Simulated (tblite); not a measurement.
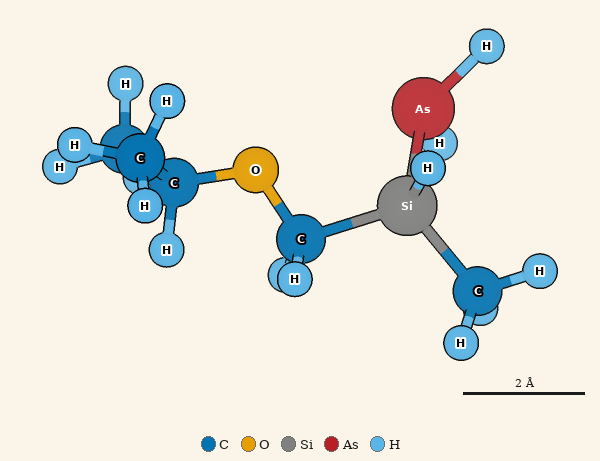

Fig. 1: The structure as given in the input (ball-and-stick view, seen at a tilt). Bond lengths as drawn: As–H 1.54 to 1.55 Å, As–Si 2.32 Å, C–C 1.48 to 1.52 Å, C–H 1.09 to 1.13 Å, C–O 1.38 Å, C–Si 1.86 Å and H–Si 1.49 Å.

**Geometry relaxation of C5H15AsOSi**

C5H15AsOSi, computed with GFN2-xTB geometry optimisation, gas phase (tblite 0.8.0).

It belongs to a series of runs on one base structure; here: H on C replaced by OiPr.

**The input**
```
{"job": {"kind": "relax", "xc": "GFN2-xTB", "basis": "xTB"}, "charge": 0, "multiplicity": 1}
C     -2.723600     0.932200    -0.360800
C     -1.910800    -0.256700    -0.026600
C     -2.669400    -1.148300     0.939400
O     -0.611000     0.004700     0.360100
C      0.354900    -0.545500    -0.459800
Si     1.994000    -0.051500     0.270600
C      3.428900    -0.651300    -0.742900
As     2.109100     2.228800     0.698700
H     -2.898600     1.645500     0.449200
H     -3.735600     0.563200    -0.705300
H     -2.276000     1.476300    -1.233900
H     -1.820500    -0.880100    -0.958800
H     -3.761100    -0.920000     0.793900
H     -2.439900    -0.858800     1.973600
H     -2.510600    -2.213100     0.742100
H      0.296900    -1.643400    -0.530200
H      0.304100    -0.145900    -1.504000
H      2.088300    -0.762300     1.577100
H      4.355700    -0.663200    -0.100900
H      3.263900    -1.682200    -1.129600
H      3.632800     0.068700    -1.561900
H      2.900600     2.469400     2.011800
H      2.623300     3.060400    -0.492000
```

The first line tells a small driver script what to run in tblite; the rest is the geometry in Å.

Run as:
```bash
OMP_NUM_THREADS=1 python <driver script> task.json out
```

**Output**
```
step      E/eV     max force
  0    -719.71658    2.730
  1    -720.14278    2.428
  2    -720.42518    1.773
  3    -720.67716    1.178
  4    -720.85433    1.029
  5    -720.95111    0.929
  6    -721.02019    0.663
  7    -721.06052    0.438
  8    -721.08301    0.390
  9    -721.09843    0.403
 10    -721.11057    0.299
 11    -721.12333    0.234
 12    -721.13336    0.205
 13    -721.14065    0.213
 14    -721.14742    0.252
 15    -721.15452    0.217
 16    -721.16161    0.176
 17    -721.16767    0.160
 18    -721.17228    0.184
 19    -721.17621    0.157
 20    -721.18013    0.167
 21    -721.18392    0.139
 22    -721.18779    0.150
 23    -721.19251    0.194
 24    -721.19906    0.328
 25    -721.20770    0.392
 26    -721.21642    0.303
 27    -721.22234    0.131
 28    -721.22551    0.133
 29    -721.22844    0.142
 30    -721.23303    0.195
 31    -721.23957    0.247
 32    -721.24682    0.230
 33    -721.25296    0.154
 34    -721.25863    0.166
 35    -721.26416    0.223
 36    -721.26966    0.222
 37    -721.27456    0.158
 38    -721.27778    0.148
 39    -721.28048    0.158
 40    -721.28344    0.167
 41    -721.28860    0.174
 42    -721.29332    0.182
 43    -721.29820    0.150
 44    -721.30193    0.191
 45    -721.30587    0.208
 46    -721.31072    0.181
 47    -721.31691    0.223
 48    -721.32221    0.165
 49    -721.32490    0.102
 50    -721.32643    0.099
 51    -721.32768    0.091
 52    -721.33045    0.090
 53    -721.33289    0.112
 54    -721.33542    0.106
 55    -721.33680    0.101
 56    -721.33823    0.100
 57    -721.33996    0.103
 58    -721.34188    0.135
 59    -721.34372    0.140
 60    -721.34552    0.114
 61    -721.34765    0.115
 62    -721.35061    0.149
 63    -721.35417    0.171
 64    -721.35701    0.140
 65    -721.35886    0.117
 66    -721.36033    0.103
 67    -721.36160    0.132
 68    -721.36318    0.162
 69    -721.36531    0.128
 70    -721.36786    0.088
 71    -721.36922    0.098
 72    -721.37059    0.082
 73    -721.37153    0.083
 74    -721.37274    0.109
 75    -721.37413    0.139
 76    -721.37560    0.139
 77    -721.37685    0.098
 78    -721.37797    0.089
 79    -721.37924    0.133
 80    -721.38077    0.134
 81    -721.38226    0.103
 82    -721.38357    0.075
 83    -721.38493    0.091
 84    -721.38623    0.128
 85    -721.38789    0.123
 86    -721.38933    0.068
 87    -721.39029    0.067
 88    -721.39089    0.070
 89    -721.39146    0.077
 90    -721.39209    0.058
 91    -721.39280    0.062
 92    -721.39356    0.057
 93    -721.39438    0.079
 94    -721.39519    0.064
 95    -721.39599    0.065
 96    -721.39667    0.062
 97    -721.39747    0.078
 98    -721.39831    0.078
 99    -721.39916    0.055
100    -721.39998    0.062
101    -721.40082    0.067
102    -721.40175    0.075
103    -721.40273    0.070
104    -721.40357    0.081
105    -721.40426    0.070
106    -721.40489    0.076
107    -721.40561    0.059
108    -721.40615    0.050
109    -721.40655    0.037
110    -721.40680    0.035
111    -721.40696    0.029
112    -721.40707    0.024
113    -721.40718    0.025
114    -721.40728    0.022
115    -721.40740    0.023
116    -721.40753    0.024
117    -721.40766    0.028
118    -721.40781    0.030
119    -721.40798    0.027
120    -721.40817    0.026
121    -721.40835    0.030
122    -721.40853    0.033
123    -721.40871    0.034
124    -721.40892    0.034
125    -721.40911    0.032
126    -721.40928    0.029
127    -721.40945    0.028
128    -721.40965    0.032
129    -721.40990    0.035
130    -721.41021    0.037
131    -721.41060    0.045
132    -721.41113    0.056
133    -721.41179    0.074
134    -721.41246    0.070
135    -721.41303    0.051
136    -721.41346    0.044
137    -721.41378    0.033
138    -721.41406    0.032
139    -721.41432    0.036
140    -721.41459    0.039
141    -721.41486    0.041
142    -721.41508    0.031
143    -721.41526    0.025
144    -721.41543    0.033
145    -721.41559    0.033
146    -721.41577    0.025
147    -721.41593    0.022
148    -721.41608    0.029
149    -721.41623    0.028
150    -721.41640    0.023
151    -721.41654    0.021
152    -721.41663    0.022
153    -721.41672    0.025
154    -721.41682    0.024
155    -721.41697    0.026
156    -721.41716    0.027
157    -721.41736    0.026
158    -721.41755    0.035
159    -721.41774    0.033
160    -721.41794    0.025
161    -721.41818    0.028
162    -721.41841    0.032
163    -721.41859    0.029
164    -721.41873    0.024
165    -721.41884    0.025
166    -721.41894    0.026
167    -721.41905    0.030
168    -721.41913    0.021
169    -721.41919    0.017
170    -721.41923    0.014
171    -721.41926    0.010
172    -721.41928    0.011
173    -721.41929    0.009
```

**Trajectory as extended XYZ (Å, eV, eV/Å), 5 of the 174 frames kept, from step=0 to step=173**
```
23
Properties=species:S:1:pos:R:3:forces:R:3 step=0 energy=-719.71658
C    -2.7236    0.9322   -0.3608   -1.4330   1.4490  -1.6060
C    -1.9108   -0.2567   -0.0266   -0.3530  -2.0180  -1.2160
C    -2.6694   -1.1483    0.9394   -1.3510   0.2370   0.7160
O    -0.6110    0.0047    0.3601    0.5570   0.6850   0.8990
C     0.3549   -0.5455   -0.4598    0.4340  -0.0790  -1.1800
Si    1.9940   -0.0515    0.2706    1.0440   0.5310   1.5820
C     3.4289   -0.6513   -0.7429    1.5230  -0.5630  -0.4820
As    2.1091    2.2288    0.6987   -2.5740   0.6750   0.6110
H    -2.8986    1.6455    0.4492    0.3090  -0.2900  -0.0500
H    -3.7356    0.5632   -0.7053    0.9760   0.5260   0.2640
H    -2.2760    1.4763   -1.2339   -0.3120  -0.2560   0.8220
H    -1.8205   -0.8801   -0.9588   -0.2700   0.4360   0.1180
H    -3.7611   -0.9200    0.7939    0.9120  -0.5290   0.2200
H    -2.4399   -0.8588    1.9736    0.0890  -0.3810  -0.3000
H    -2.5106   -2.2131    0.7421    0.1010   0.3370   0.3630
H     0.2969   -1.6434   -0.5302   -0.2410   0.0880   0.0050
H     0.3041   -0.1459   -1.5040   -0.2960  -0.2250   0.3370
H     2.0883   -0.7623    1.5771   -0.0990   0.1410  -0.1160
H     4.3557   -0.6632   -0.1009   -0.9220  -0.0870  -0.7290
H     3.2639   -1.6822   -1.1296    0.3750   0.8830   0.0440
H     3.6328    0.0687   -1.5619   -0.0590  -0.7480   0.2570
H     2.9006    2.4694    2.0118    0.6360  -0.2340  -1.0840
H     2.6233    3.0604   -0.4920    0.9530  -0.5780   0.5260
23
Properties=species:S:1:pos:R:3:forces:R:3 step=43 energy=-721.29820
C    -2.6898    1.1085   -0.3500   -0.0130  -0.0410   0.0570
C    -1.9438   -0.2142   -0.1849   -0.0190   0.0700  -0.0250
C    -2.5287   -1.0455    0.9613    0.0530   0.0270  -0.0580
O    -0.5828    0.1011    0.0690   -0.0450   0.0160  -0.0130
C     0.3873   -0.7271   -0.5421   -0.0460  -0.0040   0.0090
Si    1.9642   -0.1758    0.3826    0.1190  -0.0910  -0.0020
C     3.5138   -0.5235   -0.6888   -0.0590   0.0230   0.0160
As    1.4687    2.0591    0.7650    0.0270   0.0320   0.0900
H    -2.7270    1.6205    0.6074    0.0110   0.0590  -0.0070
H    -3.7014    0.9300   -0.7022   -0.0240   0.0180   0.0000
H    -2.1628    1.7415   -1.0624   -0.0470  -0.0460   0.0270
H    -2.0145   -0.7799   -1.1263    0.0460  -0.0350   0.0130
H    -3.5603   -1.3025    0.7423   -0.0480   0.0130   0.0240
H    -2.4813   -0.4791    1.8873   -0.0380   0.0630  -0.0100
H    -1.9662   -1.9633    1.1095    0.0600  -0.0430  -0.0930
H     0.1517   -1.7824   -0.3922   -0.0090  -0.0740   0.0190
H     0.4193   -0.5406   -1.6208   -0.0440  -0.0310  -0.1000
H     1.9630   -1.0277    1.5865    0.1280  -0.0090   0.0770
H     4.4261   -0.3593   -0.1207   -0.0660   0.0100  -0.0170
H     3.5483   -1.5342   -1.0876   -0.0260   0.0370   0.0530
H     3.5179    0.1662   -1.5312    0.0800  -0.0420  -0.0090
H     2.6457    2.2732    1.6906   -0.0230  -0.0180  -0.0760
H     2.3477    2.4819   -0.3822   -0.0170   0.0650   0.0230
23
Properties=species:S:1:pos:R:3:forces:R:3 step=86 energy=-721.38933
C    -2.6613    1.1966   -0.3572   -0.0140   0.0470   0.0130
C    -1.9008   -0.1224   -0.2990   -0.0220   0.0430  -0.0140
C    -2.4474   -1.0167    0.8162    0.0110   0.0400  -0.0260
O    -0.5391    0.1921   -0.0638   -0.0100  -0.0470   0.0290
C     0.3912   -0.8269   -0.3849    0.0100  -0.0110  -0.0330
Si    2.0010   -0.2575    0.4912    0.0010  -0.0540   0.0300
C     3.4709   -0.4921   -0.7032   -0.0020  -0.0060   0.0020
As    1.3845    1.8991    1.0906    0.0060   0.0190  -0.0100
H    -2.4699    1.7589    0.5530    0.0140   0.0090   0.0320
H    -3.7286    1.0151   -0.4475    0.0060  -0.0040  -0.0220
H    -2.3264    1.7915   -1.2030    0.0150  -0.0120   0.0000
H    -1.9855   -0.6337   -1.2728    0.0020  -0.0570   0.0370
H    -3.4879   -1.2668    0.6315   -0.0070   0.0070  -0.0150
H    -2.3649   -0.4874    1.7624   -0.0240  -0.0120   0.0250
H    -1.8752   -1.9385    0.8865   -0.0330  -0.0270   0.0050
H     0.0603   -1.8003   -0.0107   -0.0020   0.0310  -0.0070
H     0.4796   -0.9106   -1.4754    0.0220  -0.0310  -0.0190
H     2.2099   -1.1818    1.6351    0.0120   0.0550  -0.0300
H     4.3982   -0.1869   -0.2302    0.0310   0.0140   0.0210
H     3.5827   -1.5266   -1.0123    0.0140  -0.0130  -0.0140
H     3.3438    0.1112   -1.5977    0.0080   0.0140  -0.0330
H     2.7871    2.2945    1.4888    0.0000   0.0100   0.0040
H     1.6732    2.4161   -0.2877   -0.0380  -0.0170   0.0240
23
Properties=species:S:1:pos:R:3:forces:R:3 step=130 energy=-721.41021
C    -2.5441    1.2384   -0.3546    0.0060  -0.0010  -0.0050
C    -1.8832   -0.1334   -0.2736   -0.0040   0.0030  -0.0050
C    -2.5359   -1.0088    0.7975    0.0060   0.0150  -0.0040
O    -0.5175    0.1047    0.0193   -0.0140  -0.0100   0.0040
C     0.4000   -0.9217   -0.3104   -0.0200   0.0060  -0.0080
Si    2.0331   -0.2926    0.4862   -0.0070   0.0000   0.0040
C     3.4840   -0.4236   -0.7464    0.0200  -0.0020  -0.0190
As    1.3412    1.8211    1.1571   -0.0020   0.0080   0.0360
H    -2.3751    1.7752    0.5765   -0.0060  -0.0330   0.0140
H    -3.6116    1.1418   -0.5307    0.0100   0.0020  -0.0050
H    -2.0940    1.8109   -1.1617   -0.0270   0.0200  -0.0080
H    -1.9608   -0.6392   -1.2512    0.0310   0.0090   0.0060
H    -3.5856   -1.1657    0.5650    0.0040   0.0060   0.0040
H    -2.4494   -0.5226    1.7661   -0.0130   0.0150   0.0060
H    -2.0454   -1.9781    0.8535   -0.0130  -0.0060  -0.0030
H     0.0833   -1.8805    0.1104    0.0180  -0.0050   0.0020
H     0.4495   -1.0403   -1.4004    0.0080  -0.0190  -0.0030
H     2.3431   -1.2113    1.6045    0.0130  -0.0080   0.0300
H     4.3944   -0.0617   -0.2783    0.0160   0.0080   0.0050
H     3.6640   -1.4450   -1.0665   -0.0020  -0.0210  -0.0100
H     3.3125    0.1778   -1.6350   -0.0190   0.0140  -0.0130
H     2.7482    2.3511    1.3305   -0.0250  -0.0090  -0.0100
H     1.3447    2.3306   -0.2476    0.0210   0.0070  -0.0180
23
Properties=species:S:1:pos:R:3:forces:R:3 step=173 energy=-721.41929
C    -2.4670    1.2524   -0.3728    0.0000  -0.0010   0.0000
C    -1.8377   -0.1340   -0.2912    0.0030   0.0000  -0.0010
C    -2.5902   -1.0203    0.7026   -0.0010   0.0020  -0.0020
O    -0.4919    0.0688    0.0977    0.0010   0.0010   0.0030
C     0.4089   -1.0044   -0.1018    0.0000   0.0010   0.0030
Si    2.0753   -0.2837    0.5376    0.0020  -0.0050   0.0030
C     3.3826   -0.3696   -0.8536   -0.0020   0.0000   0.0000
As    1.3446    1.8250    1.1883    0.0030   0.0020   0.0080
H    -2.4084    1.7282    0.6035   -0.0010   0.0000   0.0010
H    -3.5060    1.1842   -0.6815   -0.0030  -0.0020   0.0000
H    -1.9203    1.8654   -1.0851    0.0010  -0.0010  -0.0010
H    -1.8518   -0.6095   -1.2872    0.0000  -0.0010  -0.0020
H    -3.6377   -1.0844    0.4218   -0.0040  -0.0040   0.0000
H    -2.5131   -0.5927    1.6998   -0.0040   0.0000  -0.0010
H    -2.1769   -2.0262    0.7206    0.0020   0.0030   0.0020
H     0.1009   -1.8875    0.4667   -0.0030  -0.0010  -0.0030
H     0.4297   -1.2863   -1.1622    0.0000   0.0020   0.0010
H     2.5520   -1.1564    1.6350   -0.0020   0.0010  -0.0030
H     4.3305    0.0268   -0.5011   -0.0010   0.0000  -0.0020
H     3.5561   -1.3860   -1.1950    0.0040   0.0020  -0.0010
H     3.0783    0.2233   -1.7129    0.0000  -0.0030  -0.0020
H     2.7420    2.3617    1.3994    0.0030   0.0010  -0.0010
H     1.3953    2.3322   -0.2182    0.0010   0.0010  -0.0030
```

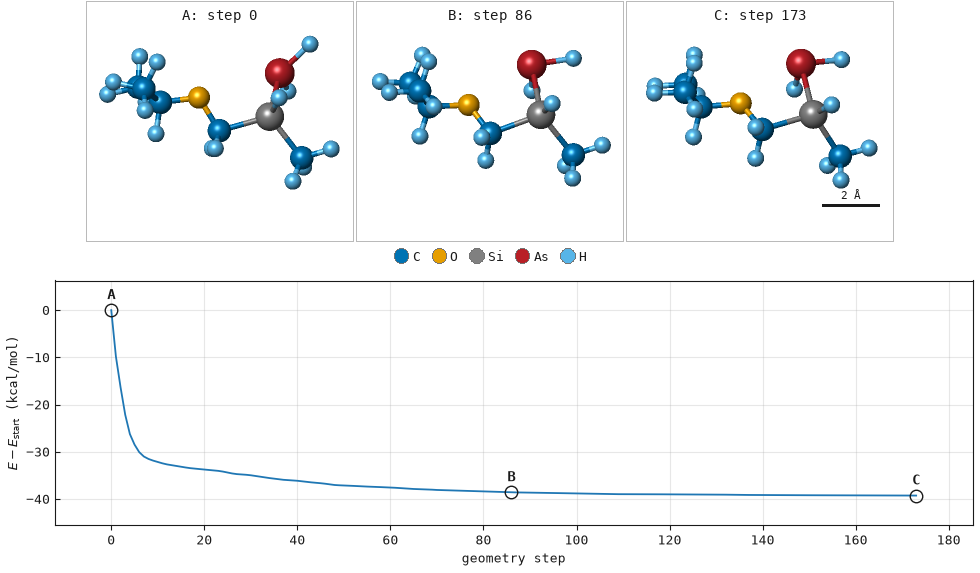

Fig. 2: Frames of the relaxation (ball-and-stick view, seen at a tilt) above the curves, on which the letters mark them (steps are counted from 0).

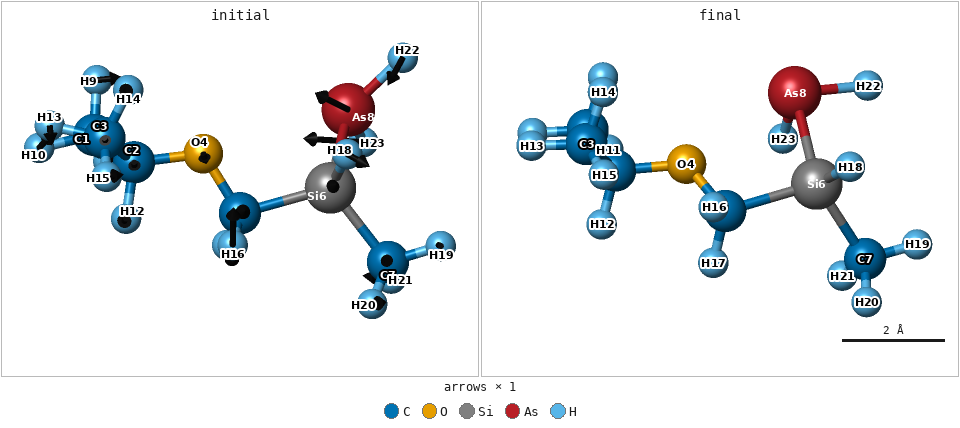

Fig. 3: Before (left) and after (right) the relaxation, at one scale (ball-and-stick view, seen at a tilt). The black arrows give the displacements, at true length. The energy falls by 39.3 kcal/mol in 173 geometry steps. Largest force component: 2.6 eV/Å at the start, 0.008 eV/Å at the end. H23 moves most after the best rigid fit: 1.45 Å. Largest moves by element: H 1.45 Å, As 0.97 Å, C 0.59 Å, Si 0.36 Å, O 0.30 Å. Among the contacts that change: C5–Si6 1.861 → 1.925 Å, Si6–C7 1.856 → 1.911 Å, C1–C2 1.478 → 1.525 Å, C1–H10 1.131 → 1.086 Å. Among the angles that change: H22–As8–H23 113.6° → 88.8°, Si6–As8–H23 113.8° → 91.9°, Si6–As8–H22 109.5° → 94.0°. (Atoms are counted from 1 in the order of the input.)

**Key numbers**

```csv
quantity,value
outcome,converged
total energy,−721.4193 eV
hardware,"1 CPU thread, shared host"
wall time,3 s
peak memory,0.18 GiB
```
